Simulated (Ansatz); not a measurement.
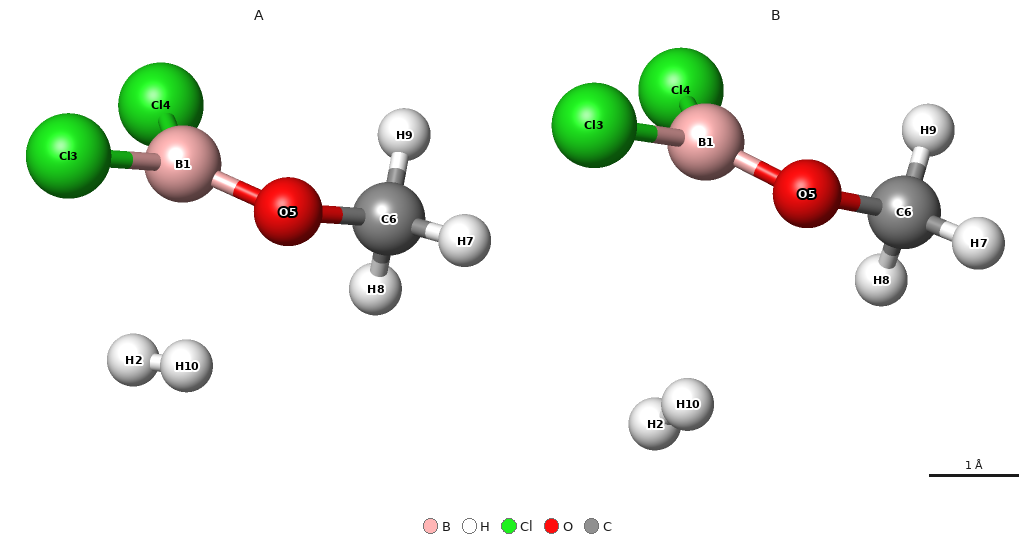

Two geometries of CH5BCl2O, drawn at one scale. One is the start of a relaxation, the other its converged end. Style: ball-and-stick. Shown at a tilt.

Theory: RKS PBE-D4/6-31G* in Ansatz 0.2.0. Set-up: no spin polarisation; force threshold 0.03 eV/Å; at most 50 steps.

### Which of the two is the end point?

Structure B is the relaxed one. The run prepares an end point of a later path (reaction) calculation, from a guessed geometry. The energy falls by 20.9 kJ/mol in 11 accepted moves (14 points after the start). Largest force component: 1.4 eV/Å at the start, 0.017 eV/Å at the end. The line search rejected the trial steps at points 8, 11, 13 of the run. The forces were under the threshold at step 10, but the run went on from there. The largest move after the best rigid fit is that of H2, 0.78 Å. Largest moves by element: H 0.78 Å, Cl 0.37 Å, B 0.27 Å, O 0.21 Å, C 0.08 Å. Among the contacts that change: H2–H10 0.713 → 0.752 Å, B1–O5 1.376 → 1.348 Å. The run took 15 s on 2 threads of Intel(R) Xeon(R) 6975P-C (Granite Rapids) (shared host), peak memory 0.17 GiB.

Limits of the set-up: the start holds two separate molecules, 2.2 Å apart at their closest, whose relative position is a soft coordinate.
